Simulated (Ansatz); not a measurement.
**Si2H5 (SMILES [SiH2][SiH3]): where methods fail along a bond**

Si2H5 has 7 atoms, charge 0, and is taken as a doublet. SMILES: `[SiH2][SiH3]`. Geometry: relaxed at PBE0-D4/def2-TZVP.

```xyz
7

Si   -0.2096   -1.3612   -0.1911
Si    0.3579    0.8892   -0.0620
H    -0.0026   -2.1239    1.0703
H    -1.5736   -1.6246   -0.7256
H     0.2100    1.5028   -1.4080
H    -0.4958    1.6431    0.8986
H     1.7749    1.0068    0.3722
```

The Si1–H4 distance is scanned; the parts on either side stay rigid. Basis STO-3G, 10 core orbitals frozen in the correlated methods; program Ansatz 0.2.0. FCI is exact within this basis and core. Energies in eV from each method's value at 1.488 Å; open shells run as named. The shape above is that at 1.488 Å.

```
distance (Å)  USVWN5  UPBE  U-r2SCAN  UBHLYP  U-r2SCAN0  UCCSD  UCCSDT(Q)   FCI
       1.488    0.00  0.00      0.00    0.00       0.00   0.00       0.00  0.00
       1.861    1.17  1.12      1.23    1.41       1.35   1.21       1.20  1.20
       2.233    2.90  2.79      3.01    3.30       3.25   2.87       2.82  2.82
       2.977    4.95  4.61      4.66    4.59       4.66   4.36       4.34  4.34
       3.721    5.24  4.78      4.88    4.73       4.85   4.41       4.41  4.41
```

Departure from the FCI curve at its largest: USVWN5 +0.83 eV at 3.72 Å; UPBE +0.37 eV at 3.72 Å; U-r2SCAN +0.47 eV at 3.72 Å; UBHLYP +0.48 eV at 2.23 Å; U-r2SCAN0 +0.44 eV at 3.72 Å; UCCSD +0.05 eV at 2.23 Å; UCCSDT(Q) within 0.005 eV. Functionals converge differently with the basis, so for them the departure isn't an error alone.

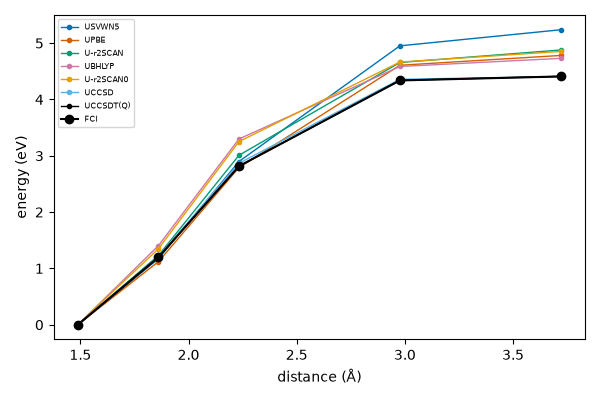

The curves of the table.
